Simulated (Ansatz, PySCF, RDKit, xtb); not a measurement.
# Isomers of SiCNF3, a sample narrowed down, part 2 of 2

A sample of isomers of SiCNF3 is drawn. Aim: find which of them has the lowest free energy at 298.15 K, then its properties. The sample is small against all isomers, and the most stable one of this formula need not be in it. One structure proposed beforehand is put among the starts (marked given), to see whether the search confirms or beats it.

xtb, Ansatz and PySCF; isolated molecules. The steps go on from the part before.

## (12) Free energies and the winner

Energies in kcal/mol from c794a; G adds the thermal terms to the CCSD(T)/def2-SVP + MP2/def2-TZVPP - MP2/def2-SVP energy. The columns left of the relaxed level are at the tight-binding geometries.

```csv
label,SMILES,spin,GFN2-xTB,HF/STO-3G,r2SCAN-D4/def2-SVP,PBE0-D4/def2-SVP,HF/def2-SVP,MP2/def2-SVP,CCSD(T)/def2-SVP + MP2/def2-TZVPP - MP2/def2-SVP,G,share at equilibrium,T1
c794a,N#C[Si](F)(F)F,singlet,0.0,0.0,0.0,0.0,0.0,0.0,0.0,0.0,100.0 %,0.013
c227a,FC1=N[Si]1(F)F,singlet,71.2,77.3,70.2,66.6,84.2,83.4,81.7,82.1,< 0.1 %,0.015
c478a,[F][Si][N][C]([F])[F] ‡,singlet,55.0,46.4,82.1,77.2,93.5,101.6,106.3,105.6,< 0.1 %,0.015
```

‡ marks the bonded skeleton alone, with all bonds drawn single: no Lewis structure was assigned that passes a check against the bond lengths.

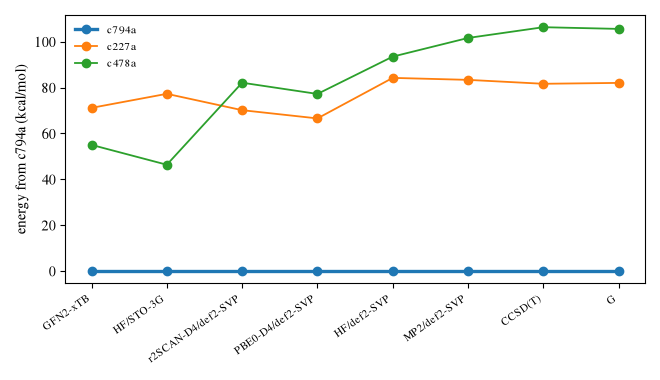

The finalists at each level, measured from c794a.

Lowest found: c794a, `N#C[Si](F)(F)F`, a singlet of point group C3v. Bond lengths: C1–N5 1.158 Å, C1–Si6 1.826 Å, F2–Si6 1.589 Å, F3–Si6 1.589 Å, F4–Si6 1.589 Å. Angles: N5–C1–Si6 180.0°, C1–Si6–F2 109.4°, C1–Si6–F3 109.4°, C1–Si6–F4 109.4°, F2–Si6–F3 109.5°, F2–Si6–F4 109.6°, F3–Si6–F4 109.5°.

```xyz
6

C     1.1413   -0.3841    0.4750
F    -1.3263   -1.1358   -0.5878
F    -0.2229    1.0248   -1.5095
F    -1.2442    1.0057    0.8763
N     2.1607   -0.7201    0.9092
Si   -0.4666    0.1453   -0.2093
```

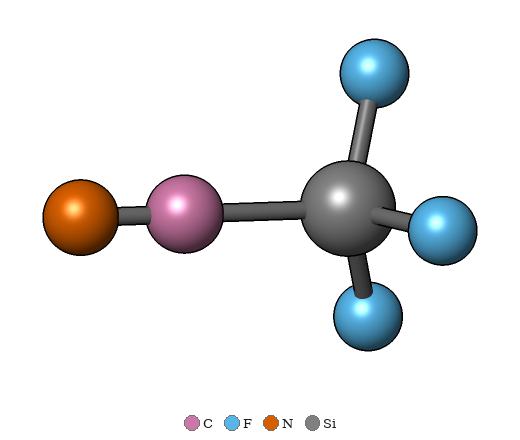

The lowest structure found, seen from a chosen angle (carbon pink, fluorine blue, nitrogen orange, silicon grey).

## (13) Density, orbitals and dipole (PBE0/def2-TZVPD)

input.yaml

```yaml
crystal:
  periodic: [false, false, false]
  atoms:
    - {symbol: C, position_ang: [1.141276, -0.384118, 0.474981]}
    - {symbol: F, position_ang: [-1.326261, -1.135763, -0.587783]}
    - {symbol: F, position_ang: [-0.222920, 1.024809, -1.509470]}
    - {symbol: F, position_ang: [-1.244152, 1.005726, 0.876296]}
    - {symbol: N, position_ang: [2.160655, -0.720051, 0.909152]}
    - {symbol: Si, position_ang: [-0.466597, 0.145297, -0.209276]}
basis:
  gaussian:
    orbitals: def2-TZVPD
hamiltonian:
  xc: pbe0
output: {forces: true, orbitals: {seedname: orbitals}}
```

On the command line:

```console
$ ansatz run input.yaml --threads 2 --pin off --max-ram 5220MiB --events-out events.jsonl --progress --plain --runs-dir runs
```

Standard output, shortened:

```text
Warning: RAYON_NUM_THREADS=2 ignored (pool sized by the plan → 2); use --threads N
Functional definition: PBE0
  name "PBE0"
[...]
1240 factors; their error is unknown
[...]
mean field -18551.16615277 eV, -681.7427816824 hartree, gradient 1.0e-5 eV, S^2 0.000000; 0 other end points of the search recorded, 0 dependent functions left out
[...]
reference -18551.16619947 eV, -681.7427833984 hartree; 27, 27 occupied and 210, 210 virtual orbitals, 1240 factors
Total energy: -18551.16619947 eV, -681.7427833984 hartree
Atom 0 at     1.141276    -0.384118     0.474981 Å, force     0.695349    -0.229499     0.296468 eV/Å
Atom 1 at    -1.326261    -1.135763    -0.587783 Å, force     0.560515     0.834710     0.247445 eV/Å
Atom 2 at    -0.222920     1.024809    -1.509470 Å, force    -0.157862    -0.573355     0.847706 eV/Å
Atom 3 at    -1.244152     1.005726     0.876296 Å, force     0.506887    -0.561289    -0.707125 eV/Å
Atom 4 at     2.160655    -0.720051     0.909152 Å, force    -0.833661     0.274956    -0.355351 eV/Å
Atom 5 at    -0.466597     0.145297    -0.209276 Å, force    -0.771227     0.254476    -0.329144 eV/Å
Dipole moment:    -0.264179     0.087029    -0.112459 e Å
```

Run time: 7.2 s. Hardware: 2 threads of Arm Neoverse V2, shared host; peak memory 0.64 GiB.

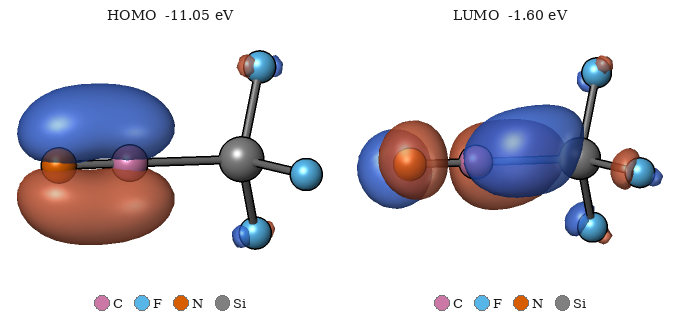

Frontier orbitals of this run, surfaces at ±0.2 Å^-3/2.

## (14) Frequencies after a tight-binding relaxation (GFN2-xTB)

start.xyz

```xyz
6
c794a
C      1.141276    -0.384118     0.474981
F     -1.326261    -1.135763    -0.587783
F     -0.222920     1.024809    -1.509470
F     -1.244152     1.005726     0.876296
N      2.160655    -0.720051     0.909152
Si    -0.466597     0.145297    -0.209276
```

On the command line:

```console
$ xtb start.xyz --gfn 2 --ohess tight
```

Standard output, shortened:

```text
* xtb version 6.7.1
[...]
          :  # basis functions                  30          :
[...]
          :  # electrons                        34          :
[...]
          :  Hamiltonian                  GFN2-xTB          :
[...]
          :  net charge                          0          :
          :  unpaired electrons                  0          :
[...]
   *** convergence criteria satisfied after 12 iterations ***
[...]
   *** GEOMETRY OPTIMIZATION CONVERGED AFTER 7 ITERATIONS ***
[...]
   *** convergence criteria satisfied after 3 iterations ***
[...]
         ::                     SUMMARY                     ::
         :::::::::::::::::::::::::::::::::::::::::::::::::::::
         :: total energy             -21.110268677017 Eh    ::
         :: gradient norm              0.000170608850 Eh/a0 ::
         :: HOMO-LUMO gap              4.636900527156 eV    ::
         ::.................................................::
         :: SCC energy               -21.277148014416 Eh    ::
         :: -> isotropic ES            0.052478186237 Eh    ::
         :: -> anisotropic ES          0.000111631569 Eh    ::
         :: -> anisotropic XC          0.013782487878 Eh    ::
         :: -> dispersion             -0.003515863638 Eh    ::
         :: repulsion energy           0.166879337398 Eh    ::
         :: add. restraining           0.000000000000 Eh    ::
         :: total charge              -0.000000000000 e     ::
         :::::::::::::::::::::::::::::::::::::::::::::::::::::
[...]
        17        2.0000           -0.4678141             -12.7299 (HOMO)
        18                         -0.2974110              -8.0930 (LUMO)
[...]
     #   Z          covCN         q      C6AA      α(0)
     1   6          1.791     0.046    30.026     8.856
     2   9          0.705    -0.207    11.315     3.972
     3   9          0.705    -0.207    11.315     3.972
     4   9          0.705    -0.207    11.315     3.972
     5   7          0.912    -0.132    23.864     7.065
     6  14          2.998     0.706   159.695    27.564
[...]
          | TOTAL ENERGY              -21.110268677016 Eh   |
          | TOTAL ENTHALPY            -21.085515643132 Eh   |
          | TOTAL FREE ENERGY         -21.123416614637 Eh   |
          | GRADIENT NORM               0.000170513903 Eh/α |
[...]
```

Wall time 0.078 s (2 threads of Arm Neoverse V2, shared host).

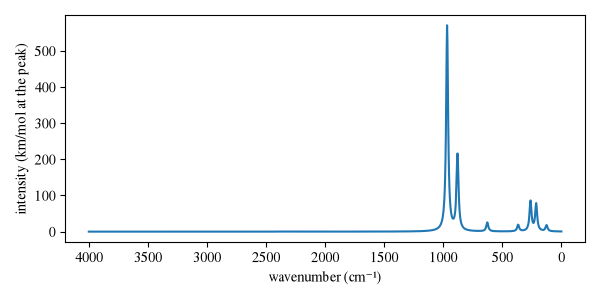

Harmonic infrared spectrum, unscaled, lines broadened by 10 cm⁻¹.

## (15) Electronic excitations (TD-CAM-B3LYP/def2-SVPD)

An in-house driver calls PySCF's response routines at TD-CAM-B3LYP/def2-SVPD; it has no typed input.

Standard output:

```text
coarse grid: 7032 points
cycle   1  E = -681.3524811485  dE =  6.447e-01  |g| = 8.729e-01  |ddm| = 3.545e+00
cycle   2  E = -681.2056833969  dE =  1.468e-01  |g| = 1.292e+00  |ddm| = 2.321e+00
cycle   3  E = -681.4954634484  dE = -2.898e-01  |g| = 1.727e-01  |ddm| = 1.133e+00
cycle   4  E = -681.5006600062  dE = -5.197e-03  |g| = 6.898e-02  |ddm| = 1.885e-01
cycle   5  E = -681.5016220919  dE = -9.621e-04  |g| = 8.021e-03  |ddm| = 7.244e-02
cycle   6  E = -681.5016362663  dE = -1.417e-05  |g| = 1.049e-03  |ddm| = 2.042e-02
cycle   7  E = -681.5016365906  dE = -3.244e-07  |g| = 3.333e-04  |ddm| = 2.474e-03
final grid: 68944 points
cycle   8  E = -681.5856316922  dE = -9.504e-06  |g| = 2.351e-03  |ddm| = 2.479e-02
cycle   9  E = -681.5856314200  dE =  2.722e-07  |g| = 2.802e-03  |ddm| = 3.961e-03
cycle  10  E = -681.5856326189  dE = -1.199e-06  |g| = 1.398e-04  |ddm| = 1.793e-03
cycle  11  E = -681.5856326219  dE = -3.036e-09  |g| = 9.092e-05  |ddm| = 3.124e-04
cycle  12  E = -681.5856326230  dE = -1.097e-09  |g| = 5.651e-05  |ddm| = 1.529e-04
cycle  13  E = -681.5856326237  dE = -6.964e-10  |g| = 5.627e-06  |ddm| = 4.544e-05
converged SCF energy = -681.5856326237

Static polarisability (au): isotropic 36.131, principal 31.119 31.120 46.152

Singlet excitations
state   eV       nm        f      main configurations
  1   6.9310    178.9   0.00000   H->L 0.48, H-1->L+1 0.48
  2   7.2872    170.1   0.00000   H-1->L+1 0.30, H->L 0.30, H-1->L 0.19
  3   7.2873    170.1   0.00000   H-1->L 0.30, H->L+1 0.30, H-1->L+1 0.19
  4   8.2211    150.8   0.00436   H-2->L 0.97
  5   8.2214    150.8   0.00436   H-2->L+1 0.97
  6  10.2988    120.4   0.02218   H-1->L+2 0.85
  7  10.2988    120.4   0.02218   H->L+2 0.85
  8  10.5699    117.3   0.70031   H->L+1 0.41, H-1->L 0.41

Triplet excitations (Tamm-Dancoff, eV): 5.6479 6.1926 6.1926
```

Wall time 8.1 s (2 threads of Arm Neoverse V2, shared host).

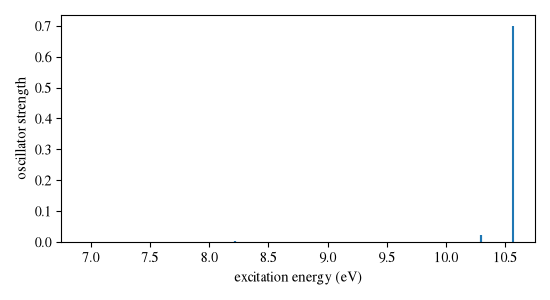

Vertical excitations as sticks.

The roots found:

```csv
excited state,energy (eV),strength
1,6.931,0.0000
2,7.287,0.0000
3,7.287,0.0000
4,8.221,0.0044
5,8.221,0.0044
6,10.299,0.0222
7,10.299,0.0222
8,10.570,0.7003
```

## (16) NMR shieldings (GIAO PBE0/pcSseg-1)

An in-house driver calls PySCF's response routines at GIAO PBE0/pcSseg-1; it has no typed input.

Standard output:

```text
coarse grid: 7032 points
cycle   1  E = -681.3154113084  dE =  6.879e-01  |g| = 8.898e-01  |ddm| = 2.532e+00
cycle   2  E = -681.0611128213  dE =  2.543e-01  |g| = 1.517e+00  |ddm| = 1.328e+00
cycle   3  E = -681.4337782516  dE = -3.727e-01  |g| = 2.879e-01  |ddm| = 8.562e-01
cycle   4  E = -681.4501908418  dE = -1.641e-02  |g| = 6.179e-02  |ddm| = 1.655e-01
cycle   5  E = -681.4509886183  dE = -7.978e-04  |g| = 1.191e-02  |ddm| = 4.173e-02
cycle   6  E = -681.4510169836  dE = -2.837e-05  |g| = 1.187e-03  |ddm| = 9.545e-03
cycle   7  E = -681.4510172715  dE = -2.878e-07  |g| = 2.290e-04  |ddm| = 9.301e-04
final grid: 68944 points
cycle   8  E = -681.5010796879  dE = -2.325e-05  |g| = 2.970e-03  |ddm| = 1.179e-02
cycle   9  E = -681.5010774219  dE =  2.266e-06  |g| = 4.364e-03  |ddm| = 4.722e-03
cycle  10  E = -681.5010810671  dE = -3.645e-06  |g| = 1.660e-03  |ddm| = 2.977e-03
cycle  11  E = -681.5010816722  dE = -6.051e-07  |g| = 1.173e-04  |ddm| = 8.986e-04
cycle  12  E = -681.5010816746  dE = -2.414e-09  |g| = 3.405e-05  |ddm| = 9.102e-05
cycle  13  E = -681.5010816747  dE = -1.000e-10  |g| = 1.976e-05  |ddm| = 2.260e-05
converged SCF energy = -681.5010816747

GIAO shielding tensors (ppm)
atom      isotropic    diamagn.    paramagn.     s11        s22        s33       span
  0 C       66.248     262.945    -196.697    -44.925    -44.921    288.592    333.517
  1 F      313.795     467.715    -153.920    261.597    278.445    401.342    139.746
  2 F      313.806     467.724    -153.917    261.625    278.454    401.340    139.715
  3 F      313.794     467.754    -153.960    261.593    278.452    401.338    139.745
  4 N     -110.569     335.355    -445.925   -322.008   -321.991    312.290    634.298
  5 Si     448.767     876.639    -427.872    423.785    461.250    461.266     37.481
```

Wall time 3.9 s (2 threads of Arm Neoverse V2, shared host).

Isotropic shieldings, averaged over atoms that the bond graph makes equivalent (absolute, not shifts):

```csv
atoms,shielding (ppm)
C1,66.2
"F2, F3, F4",313.8
N5,-110.6
Si6,448.8
```

## (17) The cation at the same geometry (PBE0/def2-TZVPD)

input.yaml: that of step 13 with these lines changed.

```diff
@@ -1 +1,4 @@
+basis:
+  gaussian:
+    orbitals: def2-TZVPD
 crystal:
@@ -9,7 +12,7 @@
     - {symbol: Si, position_ang: [-0.466597, 0.145297, -0.209276]}
-basis:
-  gaussian:
-    orbitals: def2-TZVPD
 hamiltonian:
   xc: pbe0
-output: {forces: true, orbitals: {seedname: orbitals}}
+total_charge: 1
+magnetization:
+  spin_polarized: true
+  initial_magnetization: 1
```

On the command line:

```console
$ ansatz run input.yaml --threads 2 --pin off --max-ram 5220MiB --events-out events.jsonl --progress --plain --runs-dir runs
```

Standard output, shortened:

```text
Warning: RAYON_NUM_THREADS=2 ignored (pool sized by the plan → 2); use --threads N
Functional definition: PBE0
  name "PBE0"
[...]
1240 factors; their error is unknown
[...]
mean field -18537.38392358 eV, -681.2362941015 hartree, gradient 2.4e-6 eV, S^2 0.755768; 14 other end points of the search recorded, 0 dependent functions left out
reference -18537.38396606 eV, -681.2362956626 hartree; 27, 26 occupied and 210, 211 virtual orbitals, 1240 factors
Total energy: -18537.38396606 eV, -681.2362956626 hartree
```

It took 2.7 min on 2 threads of Arm Neoverse V2, shared host; peak memory 1.1 GiB.

Difference from the parent: 13.78 eV.

## (18) The anion at the same geometry (PBE0/def2-TZVPD)

input.yaml

```yaml
crystal:
  periodic: [false, false, false]
  atoms:
    - {symbol: C, position_ang: [1.141276, -0.384118, 0.474981]}
    - {symbol: F, position_ang: [-1.326261, -1.135763, -0.587783]}
    - {symbol: F, position_ang: [-0.222920, 1.024809, -1.509470]}
    - {symbol: F, position_ang: [-1.244152, 1.005726, 0.876296]}
    - {symbol: "N", position_ang: [2.160655, -0.720051, 0.909152]}
    - {symbol: Si, position_ang: [-0.466597, 0.145297, -0.209276]}
basis:
  gaussian:
    orbitals: def2-TZVPD
total_charge: -1
magnetization:
  spin_polarized: true
  initial_magnetization: 1
hamiltonian:
  xc: {name: PBE0}
scf:
  lower_state_search: off
```

On the command line:

```console
$ ansatz run input.yaml --threads 2 --pin off --max-ram 5220MiB --events-out events.jsonl --progress --plain --runs-dir runs
```

Standard output, shortened:

```text
Warning: RAYON_NUM_THREADS=2 ignored (pool sized by the plan → 2); use --threads N
Functional definition: PBE0
  name "PBE0"
[...]
1240 factors; their error is unknown
[...]
mean field -18550.65353490 eV, -681.7239433230 hartree, gradient 1.8e-6 eV, S^2 0.753926; 0 other end points of the search recorded, 0 dependent functions left out
reference -18550.65357618 eV, -681.7239448401 hartree; 28, 27 occupied and 209, 210 virtual orbitals, 1240 factors
Total energy: -18550.65357618 eV, -681.7239448401 hartree
Checks for a lower state left out: stability, starts, cluster_reference, orbital_swaps, neighbouring_geometries, increment
```

Run time: 45 s. Hardware: 2 threads of Arm Neoverse V2, shared host; peak memory 1.1 GiB.

Parent less the species with the added electron: -0.51 eV. The extra electron isn't bound at this geometry, so the number measures the basis, not the molecule.

## (19) The triplet at the same geometry (PBE0/def2-TZVPD)

input.yaml

```yaml
crystal:
  periodic: [false, false, false]
  atoms:
    - {symbol: C, position_ang: [1.141276, -0.384118, 0.474981]}
    - {symbol: F, position_ang: [-1.326261, -1.135763, -0.587783]}
    - {symbol: F, position_ang: [-0.222920, 1.024809, -1.509470]}
    - {symbol: F, position_ang: [-1.244152, 1.005726, 0.876296]}
    - {symbol: N, position_ang: [2.160655, -0.720051, 0.909152]}
    - {symbol: Si, position_ang: [-0.466597, 0.145297, -0.209276]}
basis:
  gaussian:
    orbitals: def2-TZVPD
magnetization:
  spin_polarized: true
  initial_magnetization: 2
hamiltonian:
  xc: {name: PBE0}
```

On the command line:

```console
$ ansatz run input.yaml --threads 2 --pin off --max-ram 5220MiB --events-out events.jsonl --progress --plain --runs-dir runs
```

Standard output:

```text
Warning: RAYON_NUM_THREADS=2 ignored (pool sized by the plan → 2); use --threads N
Functional definition: PBE0
  name "PBE0"
  parameter a = 0.25
  parameter kappa = 0.804
  parameter beta = 0.06672455060314922
  exchange = (1 - a)*pbe_x(kappa = kappa, mu = beta*pi^2/3) + a*exact_x
  correlation = pbe_c(beta = beta)
1240 factors; their error is unknown
mean field evaluation 1: about -18539.4385 eV, gradient 3.9e1 eV
mean field evaluation 2: about -18536.1298 eV, gradient 5.2e1 eV
mean field evaluation 4: about -18544.6150 eV, gradient 2.2e0 eV
mean field evaluation 8: about -18544.5422 eV, gradient 8.6e-1 eV
mean field evaluation 16: about -18545.3641 eV, gradient 3.0e-3 eV
mean field evaluation 32: about -18545.3663 eV, gradient 2.7e-2 eV
mean field -18545.36409533 eV, -681.5295600040 hartree, gradient 9.6e-6 eV, S^2 2.006395; 4 other end points of the search recorded, 0 dependent functions left out
reference -18545.36414255 eV, -681.5295617396 hartree; 28, 26 occupied and 209, 211 virtual orbitals, 1240 factors
Total energy: -18545.36414255 eV, -681.5295617396 hartree
```

Wall time 1.9 min (2 threads of Arm Neoverse V2, shared host); peak memory 1.1 GiB.

It lies 5.80 eV above the singlet.

## (20) Stability of the closed-shell solution (PBE0/def2-SVP)

calc.py

```python
from pyscf import gto, dft

system = gto.M(
    atom='''
C        1.141276      -0.384118       0.474981
F       -1.326261      -1.135763      -0.587783
F       -0.222920       1.024809      -1.509470
F       -1.244152       1.005726       0.876296
N        2.160655      -0.720051       0.909152
Si      -0.466597       0.145297      -0.209276
''',
    max_memory=3720,
    verbose=3,
    basis='def2-svp',
    charge=0,
)

mf = dft.RKS(system)
mf.xc = 'pbe0'
mf = mf.density_fit(auxbasis='def2-universal-jkfit')
mf.grids.level = 3
mf.max_cycle = 100
mf.kernel()
if not mf.converged:
    mf = mf.newton().run(mf.mo_coeff, mf.mo_occ)

etot = mf.e_tot
print('E(%s) = %.9f' % ('PBE0', etot))
mo_i, mo_e, stable_i, stable_e = mf.stability(internal=True, external=True, return_status=True)
print('stable: internal', stable_i, 'external', stable_e)
```

On the command line:

```console
$ OMP_NUM_THREADS=2 python calc.py
```

Standard output:

```text
converged SCF energy = -681.136537094091
E(PBE0) = -681.136537094
<class 'pyscf.df.df_jk.DFRKS'> wavefunction is stable in the internal stability analysis
<class 'pyscf.df.df_jk.DFRKS'> wavefunction is stable in the real -> complex stability analysis
<class 'pyscf.df.df_jk.DFRKS'> wavefunction is stable in the RHF/RKS -> UHF/UKS stability analysis
stable: internal True external True
```

Wall time 47 s (2 threads of Arm Neoverse V2, shared host).

## (21) What came out

The summary covers parts 1 to 2.

| quantity | value |
| --- | --- |
| lowest structure found | N#C[Si](F)(F)F, singlet, C3v |
| next finalist | FC1=N[Si]1(F)F, singlet, 82.1 kcal/mol higher in G |
| share at equilibrium, among the finalists | 100.0 % |
| funnel | 5 starts, 4 minima at GFN2-xTB, 7 screening runs, 3 relaxed, 3 ranked |
| CPU time of all runs | 20 min |
| harmonic wavenumbers, lowest and highest (PBE0-D4/def2-SVP) | 138 and 2383 cm⁻¹ |
| rotational constants, same geometry | 0.1317, 0.07193, 0.07192 cm⁻¹ |
| dipole moment (PBE0/def2-TZVPD) | 1.44 D |
| HOMO energy (PBE0/def2-TZVPD) | -11.05 eV |
| LUMO energy (PBE0/def2-TZVPD) | -1.60 eV |
| HOMO–LUMO gap (PBE0/def2-TZVPD) | 9.46 eV |
| lowest excitation (TD-CAM-B3LYP/def2-SVPD) | 6.93 eV (f = 0.000) |
| lowest triplet excitation, same level, Tamm-Dancoff | 5.65 eV |
| vertical ionisation energy | 13.78 eV |
| vertical electron affinity | -0.51 eV (unbound: the value depends on the basis) |
| vertical triplet less singlet | +5.80 eV |

The search ends on `N#C[Si](F)(F)F`. The margin of 82.1 kcal/mol over the next finalist is beyond the usual error of the last level; it says nothing of structures that weren't ranked. GFN2-xTB, HF/STO-3G, r2SCAN-D4/def2-SVP, PBE0-D4/def2-SVP, HF/def2-SVP and MP2/def2-SVP already put its bonding pattern lowest among the structures in one piece. The largest share of the time went into the properties (37 %). The structure proposed beforehand is the winner. Lowest found is not proven lowest: the search is finite, and each finalist counts with one conformer. Only 4 drawn patterns were tried, so whole families of isomers are missing, and the result ranks this sample alone.
